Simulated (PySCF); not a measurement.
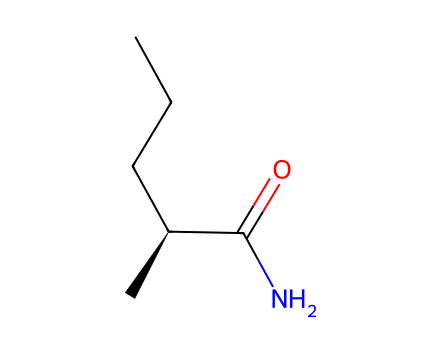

Structural formula above. Computed geometry: PBE0-D3(BJ)/def2-SVP optimisation. No frequency run is at hand to confirm it as a minimum.

Describe the 3D structure.

It has 21 atoms: 6 carbon, 13 hydrogen, 1 nitrogen and 1 oxygen (C₆H₁₃NO). SMILES: `CCC[C@H](C)C(N)=O`. It has no ring. Among its groups: amide. This geometry has C1 symmetry. Coordination: 5 C tetrahedral; 1 C trigonal planar; 1 N trigonal planar.

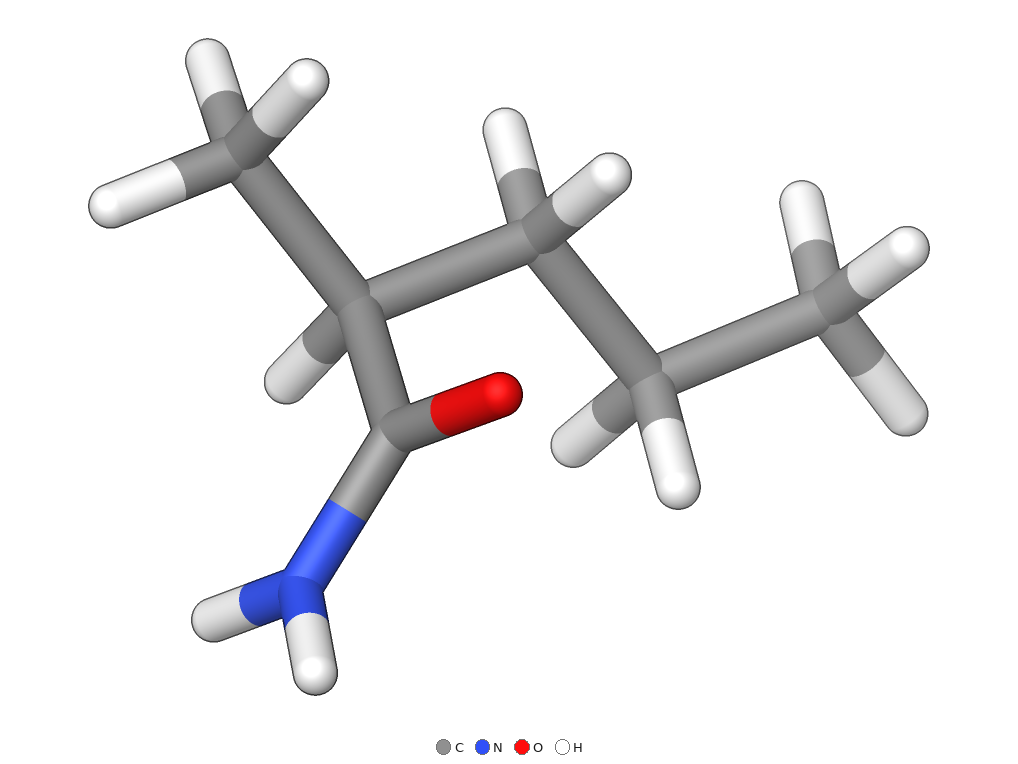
